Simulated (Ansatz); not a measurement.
Zr₂Br

Input file:

```
crystal:
  lattice:
    - [0.0, 3.2717835924, 3.2717835924]
    - [3.2717835924, 0.0, 3.2717835924]
    - [3.2717835924, 3.2717835924, 0.0]
  atoms:
    - { symbol: Zr, position: [0.75, 0.75, 0.75] }
    - { symbol: Zr, position: [0.25, 0.25, 0.25] }
    - { symbol: Br, position: [0.0, 0.0, 0.0] }
basis:
  ecutwfc: 420
kpoints:
  mp_grid: { grid: [12, 12, 12] }
hamiltonian:
  xc: pbe
scf:
  occupations: { method: gaussian, width: 0.1 }
output:
  forces: true
  stress: true
  eigenvalues: true
  write_density: true
  write_potential: true
  elf: true
  volumetric_format: npy
relax:
  adjacent_minimum: "off"
  f_tol: 0.01
  max_steps: 80
  cell: { stress_tol: 0.05 }
```

Command:

```sh
ansatz run input.yaml --threads 1 --pin off --max-ram 2560MiB --backend cpu --events-out ev --progress --plain --runs-dir out
```

Below, planes, directions and counts refer to the conventional cell (a = 6.50 Å, b = 6.50 Å, c = 6.50 Å, α = 90.00°, β = 90.00°, γ = 90.00°).

The fields are those of the run's last geometry, not of the input's.

Space group Fm-3m; a structure generated by program, which may or may not match a known phase; computed without spin polarisation.

These are results of DFT PBE, scalar-relativistic, plane waves, PAW (Ansatz), not measurements.

Q: What can the converged valence pseudo-density and electron localisation function tell about the bonding?

A: Zr–Br (2.81 Å): ρ at the midpoint is about 0.25 e/Å³; the ELF is about 0.15 at the midpoint; no localised pair shows between them.

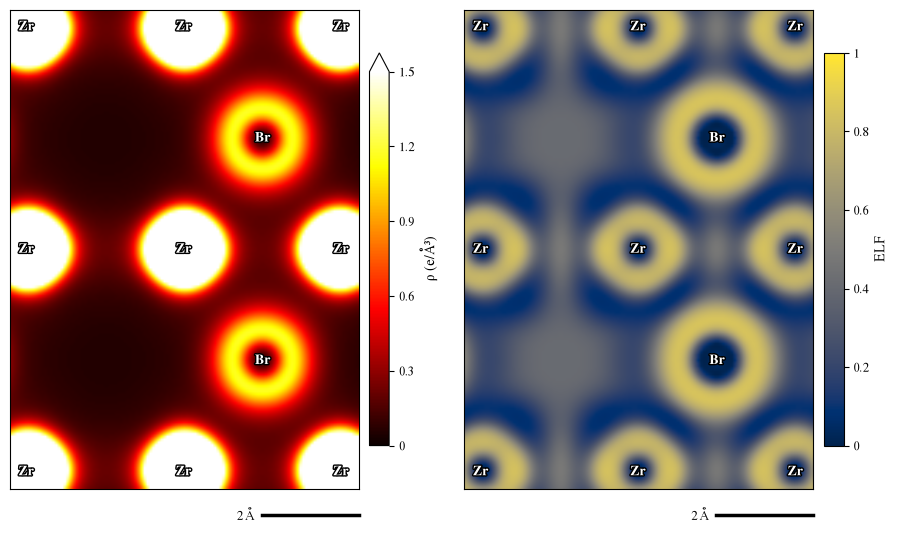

Computed valence pseudo-density and electron localisation function on the (011) plane of the conventional cell, in this order. 

Core electrons are frozen (PAW), and the valence fields are smoothed inside the atomic spheres.
